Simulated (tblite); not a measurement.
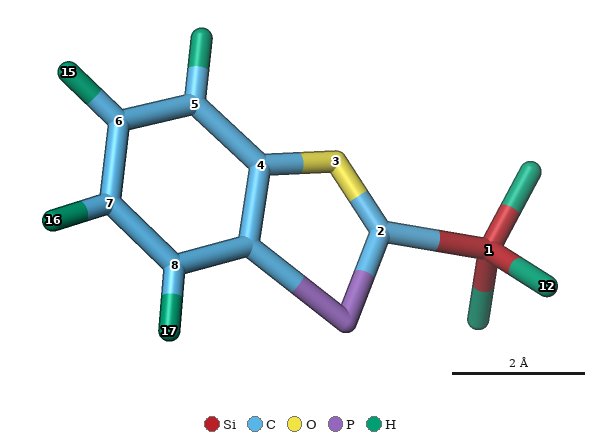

The input geometry (stick view, seen at a tilt; atoms are numbered from 1 in the order of the input). Bond lengths as drawn: C–C 1.38 to 1.39 Å, C–H 1.08 to 1.10 Å, C–O 1.27 to 1.31 Å, C–P 1.72 to 1.92 Å, C–Si 1.84 Å and H–Si 1.44 to 1.48 Å.

Geometry relaxation, with input and output: C7H7OPSi (part 1 of 3)

System: C7H7OPSi, SMILES [SiH3]c1oc2ccccc2p1.
Method: GFN2-xTB geometry optimisation, gas phase (tblite 0.8.0).

It belongs to a series of runs on one base structure; here: CH3 replaced by SiH3.

Log:
```
step      E/eV     max force
  0    -730.03084    4.002
  1    -730.48014    1.973
  2    -730.57864    0.821
  3    -730.61457    0.621
  4    -730.63116    0.335
  5    -730.64589    0.303
  6    -730.65255    0.205
  7    -730.65782    0.209
  8    -730.66331    0.187
  9    -730.67050    0.289
 10    -730.67787    0.297
 11    -730.68568    0.253
 12    -730.69424    0.279
 13    -730.70343    0.314
 14    -730.71130    0.250
 15    -730.71682    0.190
 16    -730.72169    0.229
 17    -730.72740    0.235
 18    -730.73334    0.232
 19    -730.73831    0.225
 20    -730.74212    0.189
 21    -730.74547    0.174
 22    -730.74950    0.219
 23    -730.75434    0.207
 24    -730.75851    0.128
 25    -730.76126    0.137
 26    -730.76334    0.122
 27    -730.76468    0.107
 28    -730.76541    0.058
 29    -730.76590    0.045
 30    -730.76622    0.040
 31    -730.76639    0.034
 32    -730.76649    0.019
 33    -730.76657    0.021
 34    -730.76664    0.022
 35    -730.76670    0.017
 36    -730.76673    0.012
 37    -730.76675    0.010
```

Trajectory as extended XYZ (Å, eV, eV/Å), 38 frames, from step=0 to step=37:
```
17
Properties=species:S:1:pos:R:3:forces:R:3 step=0 energy=-730.03084
Si    3.5831   -0.3374   -0.1666    1.3980  -0.3740  -0.2350
C     1.7609   -0.2167    0.0344    1.2710  -3.0730  -0.6050
O     1.0872    0.8227    0.3126    0.2890   3.9440   0.6170
C    -0.2090    0.6468    0.4006   -1.7890  -1.0670   0.1650
C    -1.2522    1.5156    0.6876    0.2970   1.8490   0.1660
C    -2.5725    1.1113    0.7402    0.4080   0.0000  -0.0030
C    -2.8688   -0.2190    0.5244   -0.3310  -1.0180  -0.0680
C    -1.8588   -1.1254    0.2599   -0.3580  -0.3580  -0.0750
C    -0.5570   -0.6785    0.2046    1.0900  -2.7330  -0.6810
P     0.9998   -1.7510   -0.1540   -2.4010   1.9150   0.5600
H     4.3170    0.8427    0.2191    0.0670   0.4050   0.0400
H     4.0434   -1.4568    0.6759   -0.0640   0.1130  -0.0350
H     3.8440   -0.7378   -1.5623   -0.0070   0.1650   0.1150
H    -1.0206    2.5806    0.8502   -0.0620  -0.5260  -0.0500
H    -3.3675    1.8113    0.9556    0.1990   0.0360  -0.0170
H    -3.8805   -0.6116    0.5737    0.0700   0.3170   0.0010
H    -2.0555   -2.1848    0.0837   -0.0780   0.4060   0.1040
17
Properties=species:S:1:pos:R:3:forces:R:3 step=1 energy=-730.48014
Si    3.6031   -0.3427   -0.1700    1.1760  -0.2060  -0.1520
C     1.7790   -0.2606    0.0257   -0.1360   0.9950   0.3080
O     1.0913    0.8790    0.3215    0.1610  -0.1110  -0.1450
C    -0.2345    0.6316    0.4030    0.1130  -0.4050   0.0580
C    -1.2479    1.5421    0.6899   -0.2890  -0.1750  -0.1100
C    -2.5667    1.1113    0.7402    0.2760  -0.2050  -0.0340
C    -2.8735   -0.2335    0.5235    0.2970   0.0370   0.0410
C    -1.8639   -1.1305    0.2589    0.0090  -0.3900  -0.1060
C    -0.5414   -0.7176    0.1949    0.1960  -0.8080  -0.2160
P     0.9655   -1.7237   -0.1460   -1.9240   0.3640   0.2410
H     4.3180    0.8485    0.2196    0.0470   0.3620   0.0290
H     4.0425   -1.4552    0.6754    0.0530  -0.0340   0.0510
H     3.8439   -0.7355   -1.5607    0.0820   0.1020  -0.0570
H    -1.0214    2.5731    0.8495    0.1960   0.3770   0.0720
H    -3.3647    1.8119    0.9553    0.1900  -0.0420  -0.0300
H    -3.8795   -0.6071    0.5737   -0.2290   0.1510   0.0150
H    -2.0566   -2.1790    0.0852   -0.2190  -0.0130   0.0360
17
Properties=species:S:1:pos:R:3:forces:R:3 step=2 energy=-730.57864
Si    3.6250   -0.3469   -0.1730    0.4570  -0.0830  -0.0400
C     1.7799   -0.2521    0.0292    0.0770   0.5670   0.1910
O     1.0946    0.8865    0.3206   -0.2350  -0.3780  -0.1210
C    -0.2369    0.6227    0.4043    0.2000  -0.1180   0.0470
C    -1.2518    1.5436    0.6886    0.1980  -0.2800  -0.1450
C    -2.5613    1.1081    0.7396   -0.0400  -0.0450   0.0190
C    -2.8696   -0.2353    0.5240    0.1850  -0.1640   0.0040
C    -1.8646   -1.1376    0.2570   -0.0580  -0.1380  -0.0430
C    -0.5358   -0.7368    0.1899   -0.3370   0.1410   0.0320
P     0.9293   -1.7134   -0.1409   -0.7940   0.1870   0.0940
H     4.3189    0.8552    0.2202    0.0760   0.3500   0.0270
H     4.0432   -1.4555    0.6762    0.1080  -0.1150   0.1070
H     3.8452   -0.7335   -1.5613    0.1240   0.0670  -0.1620
H    -1.0185    2.5778    0.8505    0.1540   0.1920   0.0350
H    -3.3612    1.8113    0.9548    0.2250  -0.1130  -0.0470
H    -3.8830   -0.6040    0.5739   -0.0570   0.1890   0.0090
H    -2.0603   -2.1782    0.0860   -0.2840  -0.2590  -0.0080
17
Properties=species:S:1:pos:R:3:forces:R:3 step=3 energy=-730.61457
Si    3.6409   -0.3499   -0.1747    0.1000   0.0390   0.0320
C     1.7834   -0.2426    0.0331    0.0290   0.0250   0.0720
O     1.0907    0.8854    0.3187   -0.1750  -0.2410  -0.0630
C    -0.2356    0.6170    0.4057    0.0770   0.0510   0.0310
C    -1.2480    1.5406    0.6855    0.0570  -0.0540  -0.0510
C    -2.5605    1.1065    0.7399    0.2220  -0.1570  -0.0380
C    -2.8654   -0.2405    0.5241   -0.0630   0.0340   0.0500
C    -1.8664   -1.1423    0.2556   -0.1690  -0.2340  -0.0370
C    -0.5403   -0.7413    0.1886   -0.4360   0.4280   0.1130
P     0.9022   -1.7048   -0.1371    0.0400   0.0920  -0.0030
H     4.3208    0.8645    0.2209    0.0560   0.2610   0.0020
H     4.0455   -1.4578    0.6785    0.1290  -0.1270   0.1140
H     3.8480   -0.7314   -1.5647    0.1400   0.0580  -0.1760
H    -1.0147    2.5821    0.8513    0.1130  -0.0580  -0.0160
H    -3.3555    1.8088    0.9537    0.1200  -0.0460  -0.0230
H    -3.8848   -0.5990    0.5742    0.0150   0.1680   0.0060
H    -2.0671   -2.1830    0.0862   -0.2560  -0.2400  -0.0140
17
Properties=species:S:1:pos:R:3:forces:R:3 step=4 energy=-730.63116
Si    3.6493   -0.3505   -0.1749   -0.0300   0.0740   0.0500
C     1.7851   -0.2391    0.0357    0.0370  -0.2250   0.0050
O     1.0867    0.8817    0.3170   -0.0350  -0.0390  -0.0140
C    -0.2343    0.6154    0.4069   -0.0910   0.1510   0.0300
C    -1.2463    1.5391    0.6836    0.1260   0.0850  -0.0070
C    -2.5556    1.1028    0.7392    0.0870  -0.0360  -0.0070
C    -2.8651   -0.2416    0.5250   -0.0600  -0.0700   0.0160
C    -1.8702   -1.1487    0.2544   -0.2750  -0.0830   0.0110
C    -0.5490   -0.7367    0.1899   -0.2610   0.2010   0.0630
P     0.8919   -1.6996   -0.1356    0.2230   0.0640  -0.0200
H     4.3224    0.8725    0.2212    0.0270   0.1800  -0.0190
H     4.0486   -1.4608    0.6813    0.1230  -0.0830   0.0810
H     3.8515   -0.7296   -1.5689    0.1380   0.0690  -0.1200
H    -1.0113    2.5825    0.8514    0.0820  -0.1300  -0.0320
H    -3.3514    1.8073    0.9529    0.1540  -0.0820  -0.0320
H    -3.8853   -0.5941    0.5744   -0.0260   0.1530   0.0150
H    -2.0741   -2.1887    0.0860   -0.2210  -0.2300  -0.0190
17
Properties=species:S:1:pos:R:3:forces:R:3 step=5 energy=-730.64589
Si    3.6582   -0.3497   -0.1742   -0.1080   0.0750   0.0500
C     1.7873   -0.2393    0.0388    0.0330  -0.2990  -0.0350
O     1.0829    0.8776    0.3150    0.0980   0.1350   0.0340
C    -0.2352    0.6169    0.4087   -0.0810   0.0190  -0.0330
C    -1.2417    1.5394    0.6815   -0.0470   0.1630   0.0530
C    -2.5498    1.0990    0.7386    0.0820  -0.0090  -0.0080
C    -2.8652   -0.2448    0.5262   -0.1730   0.0590   0.0320
C    -1.8801   -1.1563    0.2535   -0.0970  -0.1060  -0.0010
C    -0.5618   -0.7304    0.1918   -0.0450  -0.0790  -0.0030
P     0.8838   -1.6928   -0.1342    0.2180  -0.0230  -0.0230
H     4.3245    0.8844    0.2211   -0.0190   0.0700  -0.0450
H     4.0543   -1.4653    0.6857    0.1040   0.0060   0.0150
H     3.8580   -0.7261   -1.5754    0.1250   0.0940  -0.0080
H    -1.0061    2.5808    0.8508    0.0690  -0.0720  -0.0280
H    -3.3434    1.8036    0.9513    0.1040  -0.0500  -0.0190
H    -3.8870   -0.5860    0.5750   -0.1010   0.1230   0.0270
H    -2.0858   -2.1992    0.0855   -0.1610  -0.1050  -0.0070
17
Properties=species:S:1:pos:R:3:forces:R:3 step=6 energy=-730.65255
Si    3.6612   -0.3481   -0.1731   -0.0850   0.0500   0.0350
C     1.7888   -0.2429    0.0400    0.0090  -0.1600  -0.0200
O     1.0827    0.8770    0.3143    0.1020   0.0770   0.0340
C    -0.2363    0.6174    0.4089   -0.0700  -0.0040  -0.0440
C    -1.2409    1.5417    0.6813    0.0310   0.0470   0.0310
C    -2.5453    1.0968    0.7381   -0.0310   0.0240   0.0070
C    -2.8682   -0.2448    0.5274   -0.0300  -0.0240  -0.0090
C    -1.8859   -1.1622    0.2529   -0.1090   0.0270   0.0280
C    -0.5689   -0.7287    0.1926    0.0790  -0.1860  -0.0360
P     0.8825   -1.6902   -0.1339    0.1200  -0.1050  -0.0210
H     4.3252    0.8916    0.2202   -0.0480   0.0140  -0.0550
H     4.0590   -1.4673    0.6881    0.0880   0.0660  -0.0280
H     3.8634   -0.7227   -1.5787    0.1130   0.1090   0.0620
H    -1.0021    2.5794    0.8502    0.0620   0.0220  -0.0120
H    -3.3378    1.8010    0.9502    0.0600  -0.0140  -0.0070
H    -3.8899   -0.5799    0.5758   -0.1650   0.1040   0.0360
H    -2.0944   -2.2060    0.0852   -0.1260  -0.0440  -0.0010
17
Properties=species:S:1:pos:R:3:forces:R:3 step=7 energy=-730.65782
Si    3.6620   -0.3460   -0.1716   -0.0330   0.0220   0.0180
C     1.7899   -0.2476    0.0408   -0.0190   0.0030   0.0050
O     1.0840    0.8768    0.3143    0.0380  -0.0410   0.0200
C    -0.2379    0.6177    0.4082    0.0320  -0.1100  -0.0630
C    -1.2394    1.5435    0.6815    0.0170  -0.0320   0.0140
C    -2.5426    1.0953    0.7379   -0.0260   0.0250   0.0060
C    -2.8706   -0.2453    0.5281   -0.0570  -0.0020  -0.0080
C    -1.8925   -1.1661    0.2530    0.0310   0.0030   0.0090
C    -0.5731   -0.7303    0.1928    0.0950  -0.1820  -0.0410
P     0.8835   -1.6906   -0.1341    0.0020  -0.1490  -0.0120
H     4.3248    0.8974    0.2185   -0.0670  -0.0170  -0.0550
H     4.0642   -1.4676    0.6893    0.0730   0.1070  -0.0560
H     3.8697   -0.7179   -1.5800    0.1000   0.1160   0.1060
H    -0.9978    2.5791    0.8495    0.0510   0.0640  -0.0030
H    -3.3325    1.7990    0.9493   -0.0090   0.0390   0.0120
H    -3.8953   -0.5731    0.5771   -0.1350   0.1010   0.0350
H    -2.1035   -2.2121    0.0849   -0.0940   0.0500   0.0140
17
Properties=species:S:1:pos:R:3:forces:R:3 step=8 energy=-730.66331
Si    3.6618   -0.3435   -0.1697    0.0220   0.0010   0.0020
C     1.7905   -0.2526    0.0416   -0.0400   0.1060   0.0220
O     1.0858    0.8757    0.3148   -0.0410  -0.1670  -0.0020
C    -0.2385    0.6155    0.4061    0.0630  -0.1420  -0.0450
C    -1.2376    1.5447    0.6820    0.0550  -0.1350  -0.0220
C    -2.5401    1.0944    0.7377   -0.0280   0.0060   0.0030
C    -2.8748   -0.2455    0.5287    0.0370  -0.0020  -0.0200
C    -1.8978   -1.1703    0.2532    0.0460   0.0480   0.0110
C    -0.5758   -0.7349    0.1922    0.0850  -0.1260  -0.0380
P     0.8853   -1.6941   -0.1346   -0.0860  -0.1410   0.0020
H     4.3230    0.9027    0.2157   -0.0770  -0.0230  -0.0450
H     4.0709   -1.4657    0.6894    0.0620   0.1270  -0.0660
H     3.8780   -0.7109   -1.5791    0.0850   0.1140   0.1210
H    -0.9926    2.5799    0.8488    0.0350   0.0540   0.0000
H    -3.3277    1.7978    0.9487   -0.0650   0.0860   0.0280
H    -3.9031   -0.5644    0.5790   -0.0930   0.0840   0.0290
H    -2.1144   -2.2170    0.0849   -0.0600   0.1090   0.0230
17
Properties=species:S:1:pos:R:3:forces:R:3 step=9 energy=-730.67050
Si    3.6615   -0.3397   -0.1669    0.0630  -0.0090  -0.0130
C     1.7909   -0.2588    0.0429   -0.0510   0.1270   0.0240
O     1.0874    0.8712    0.3154   -0.1200  -0.2610  -0.0280
C    -0.2389    0.6101    0.4025    0.0800  -0.1710  -0.0100
C    -1.2339    1.5441    0.6824    0.0520  -0.1840  -0.0510
C    -2.5370    1.0931    0.7375   -0.0130   0.0330   0.0060
C    -2.8796   -0.2458    0.5292    0.0490   0.0290  -0.0140
C    -1.9050   -1.1747    0.2537    0.0920   0.0520  -0.0040
C    -0.5779   -0.7435    0.1907    0.0110  -0.0380  -0.0230
P     0.8871   -1.7013   -0.1352   -0.1430  -0.0930   0.0190
H     4.3189    0.9096    0.2109   -0.0780  -0.0060  -0.0220
H     4.0815   -1.4605    0.6883    0.0520   0.1260  -0.0580
H     3.8913   -0.6988   -1.5755    0.0660   0.0990   0.1030
H    -0.9848    2.5811    0.8476    0.0080  -0.0380  -0.0100
H    -3.3223    1.7981    0.9484   -0.0880   0.1060   0.0360
H    -3.9154   -0.5505    0.5823    0.0360   0.0640   0.0130
H    -2.1306   -2.2215    0.0854   -0.0160   0.1650   0.0330
17
Properties=species:S:1:pos:R:3:forces:R:3 step=10 energy=-730.67787
Si    3.6617   -0.3356   -0.1641    0.0600  -0.0010  -0.0180
C     1.7905   -0.2652    0.0442   -0.0370   0.0370   0.0050
O     1.0872    0.8628    0.3158   -0.1450  -0.2560  -0.0420
C    -0.2387    0.6012    0.3986    0.0320  -0.1440   0.0370
C    -1.2291    1.5410    0.6820    0.0290  -0.1850  -0.0680
C    -2.5341    1.0929    0.7374   -0.0060   0.0360   0.0030
C    -2.8846   -0.2456    0.5294    0.0970   0.0860  -0.0040
C    -1.9112   -1.1784    0.2543    0.0410   0.0760  -0.0080
C    -0.5799   -0.7540    0.1886   -0.0500   0.0400  -0.0060
P     0.8874   -1.7106   -0.1356   -0.1440  -0.0360   0.0310
H     4.3130    0.9169    0.2054   -0.0690   0.0330   0.0110
H     4.0940   -1.4525    0.6860    0.0500   0.0970  -0.0280
H     3.9069   -0.6840   -1.5697    0.0490   0.0730   0.0480
H    -0.9764    2.5808    0.8459   -0.0100  -0.1530  -0.0240
H    -3.3180    1.8001    0.9488   -0.0730   0.1040   0.0350
H    -3.9276   -0.5345    0.5860    0.1530   0.0250  -0.0060
H    -2.1483   -2.2231    0.0866    0.0220   0.1680   0.0340
17
Properties=species:S:1:pos:R:3:forces:R:3 step=11 energy=-730.68568
Si    3.6624   -0.3311   -0.1614    0.0220   0.0220  -0.0150
C     1.7897   -0.2729    0.0453   -0.0140  -0.1100  -0.0240
O     1.0850    0.8504    0.3157   -0.1040  -0.1570  -0.0410
C    -0.2387    0.5893    0.3952   -0.0330  -0.0800   0.0740
C    -1.2237    1.5349    0.6805   -0.0180  -0.1210  -0.0610
C    -2.5314    1.0936    0.7375   -0.0050   0.0780   0.0070
C    -2.8879   -0.2435    0.5296    0.0730   0.1180   0.0110
C    -1.9174   -1.1803    0.2548   -0.0070   0.0820  -0.0130
C    -0.5823   -0.7652    0.1861   -0.1090   0.0690   0.0110
P     0.8856   -1.7212   -0.1355   -0.1040  -0.0030   0.0300
H     4.3053    0.9250    0.1998   -0.0570   0.0830   0.0470
H     4.1081   -1.4421    0.6830    0.0550   0.0490   0.0160
H     3.9242   -0.6670   -1.5627    0.0350   0.0400  -0.0300
H    -0.9679    2.5770    0.8436   -0.0120  -0.2480  -0.0370
H    -3.3146    1.8042    0.9497   -0.0170   0.0720   0.0230
H    -3.9374   -0.5174    0.5898    0.2510  -0.0200  -0.0250
H    -2.1662   -2.2216    0.0885    0.0440   0.1260   0.0260
17
Properties=species:S:1:pos:R:3:forces:R:3 step=12 energy=-730.69424
Si    3.6634   -0.3259   -0.1588   -0.0300   0.0480  -0.0100
C     1.7885   -0.2834    0.0459    0.0010  -0.2490  -0.0510
O     1.0810    0.8344    0.3148   -0.0140  -0.0120  -0.0280
C    -0.2394    0.5749    0.3929   -0.0880  -0.0030   0.0850
C    -1.2184    1.5260    0.6779   -0.0550  -0.0160  -0.0330
C    -2.5291    1.0964    0.7378   -0.0200   0.0800   0.0050
C    -2.8902   -0.2389    0.5299    0.0530   0.1390   0.0230
C    -1.9239   -1.1805    0.2552   -0.0830   0.0750  -0.0120
C    -0.5865   -0.7768    0.1834   -0.1070   0.0620   0.0250
P     0.8814   -1.7330   -0.1348   -0.0500  -0.0090   0.0190
H     4.2958    0.9352    0.1947   -0.0510   0.1280   0.0820
H     4.1242   -1.4298    0.6800    0.0610  -0.0010   0.0620
H     3.9434   -0.6479   -1.5556    0.0210   0.0070  -0.1090
H    -0.9589    2.5681    0.8405    0.0090  -0.2730  -0.0420
H    -3.3113    1.8100    0.9513    0.0400   0.0480   0.0110
H    -3.9428   -0.4996    0.5934    0.2660  -0.0770  -0.0370
H    -2.1843   -2.2172    0.0911    0.0480   0.0520   0.0120
```
